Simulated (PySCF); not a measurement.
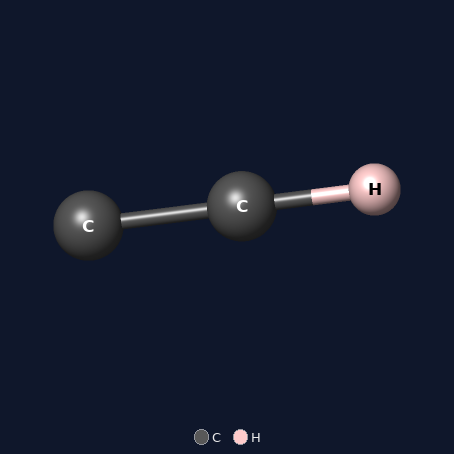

Rendered structure (ball-and-stick style).

State: charge −1, singlet. The computed structure is the end point of a PBE0-D3(BJ)/def2-SVP optimisation. No frequency run is at hand to confirm it as a minimum.

**What is the molecular formula?**

C₂H⁻, 3 atoms: 2 carbon and 1 hydrogen.

**How many bonds of each kind are drawn?**

1 C–C, 1 C–H.

**Give a SMILES string for it.**

[C-]#C

**Which point group does it belong to?**

C∞v.

More results for the same structure follow; atom numbers are the same in all pictures, views and colours differ.

**Spin–spin coupling**

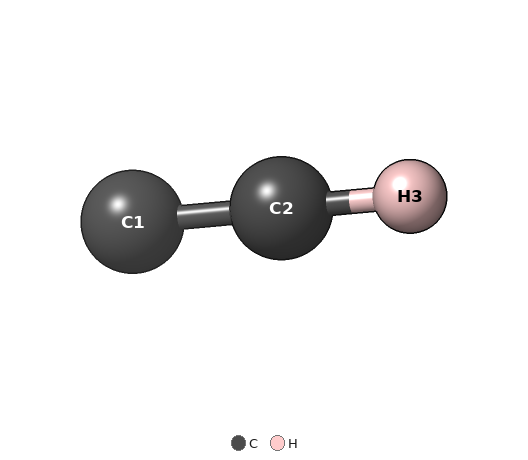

No frequency run is at hand to confirm it as a minimum. Method: B3LYP/pcJ-1 indirect spin-spin coupling, non-relativistic, gas phase (PySCF 2.14.0). Isotopes: 13C, 1H.

Give the spin–spin coupling constants of these pairs, with the number of bonds between them: C1/C2, C2/H3, C1/H3.

```tsv
pair	bonds apart	J (Hz)
C1, C2	1	53.5
C2, H3	1	194.2
C1, H3	2	16.8
```

**Core levels**

No frequency run is at hand to confirm it as a minimum. Level of theory: delta-SCF UKS SCAN, pcX-2 on the ionised atom, pcseg-1 elsewhere, spin-free X2C (PySCF 2.14.0).

Give the core-electron binding energies (to vacuum) of C1 1s, C2 1s.

| atom | level | binding energy (eV) |
| --- | --- | --- |
| C1 | 1s | 282.6 |
| C2 | 1s | 282.8 |

**NMR shielding**

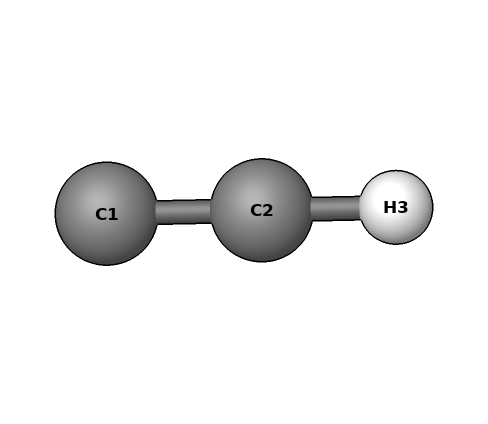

No frequency run is at hand to confirm it as a minimum. Properties computed with GIAO PBE0/pcSseg-1 NMR shielding, non-relativistic, gas phase (PySCF 2.14.0). Principal shieldings σ11 ≤ σ22 ≤ σ33, span Ω = σ33 − σ11, skew κ = 3(σiso − σ22)/Ω.

**Which C atom has the most anisotropic shielding?**

C1, with a span of 412 ppm.

Give the shielding tensors of the C atoms.

```json
{"atom": "C1", "σ11": "−134.1", "σ22": "−134.1", "σ33": "277.7", "σiso": "3.2", "Ω": "411.8", "κ": "1.00"}
{"atom": "C2", "σ11": "24.1", "σ22": "24.1", "σ33": "282.6", "σiso": "110.3", "Ω": "258.4", "κ": "1.00"}
```

Shieldings and span in ppm.

**Electronic properties**

No frequency run is at hand to confirm it as a minimum. Method: B3LYP/def2-SVPD, gas phase (PySCF 2.14.0).

Predict the main results.

- HOMO energy (Kohn–Sham orbital): −0.35 eV
- mean static polarisability: 34.4 bohr³
